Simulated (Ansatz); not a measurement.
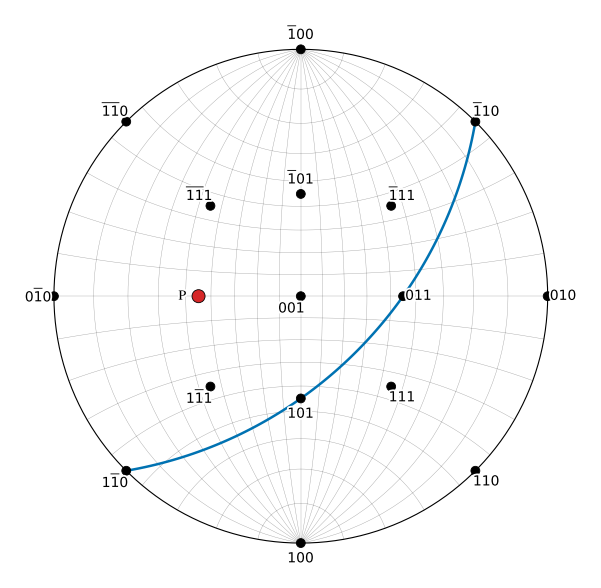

Crystal: K, the input geometry of an electronic-structure calculation (not necessarily at equilibrium). Stereographic projection of plane normals (upper hemisphere) centred on (0 0 1). Geometry calculated from the standardised cell; symmetry tolerance 0.002 Å.

a = 5.340 Å, b = 5.340 Å, c = 5.340 Å, α = 90.00°, β = 90.00°, γ = 90.00°.

### Index the pole marked P.

P is (0 −1 1), 45.0° from the centre.

### Which zone does the coloured great circle trace?

The zone [1 1 −1]: its poles satisfy h + k − l = 0.

### What is the angle between the normals of (−1 0 1) and (−1 0 0), and what are their d_hkl = 1/|g|?

45.0°; d = 3.776 Å and 5.340 Å.
